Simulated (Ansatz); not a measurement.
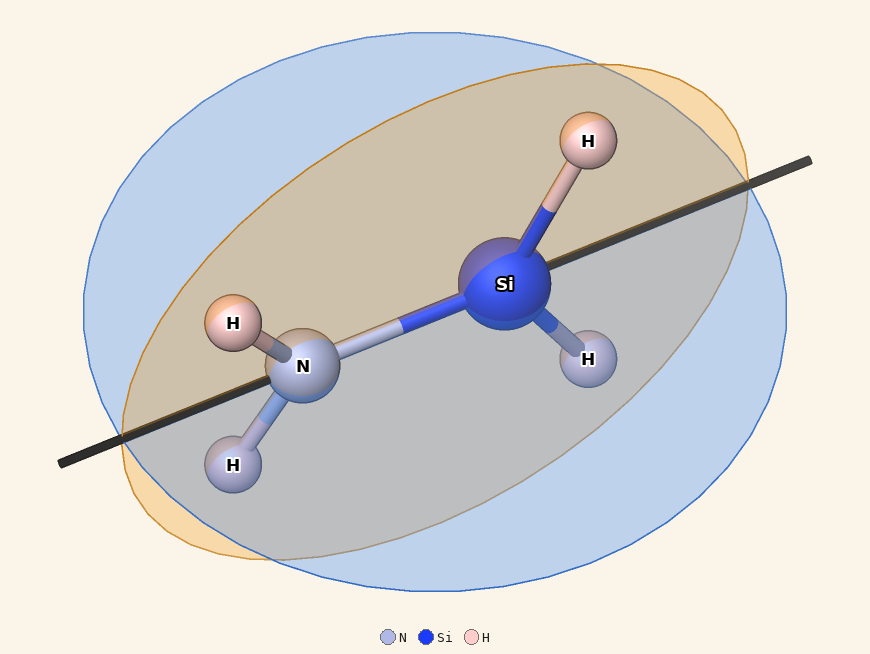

All proper rotation axes (lines) and mirror planes (discs) of the structure are drawn in. Distant atoms are faded towards the background colour. The species has charge +1 and is a spin singlet. Computed geometry: PBE0-D4/def2-TZVP optimisation. No frequency run is at hand to confirm it as a minimum.

Question: What is the order of each axis, and which point group results?

Answer: It has 1 C2 axis and 2 mirror planes. Point group C2v. The group has 4 operations. The geometry is achiral, and symmetry allows a dipole moment.
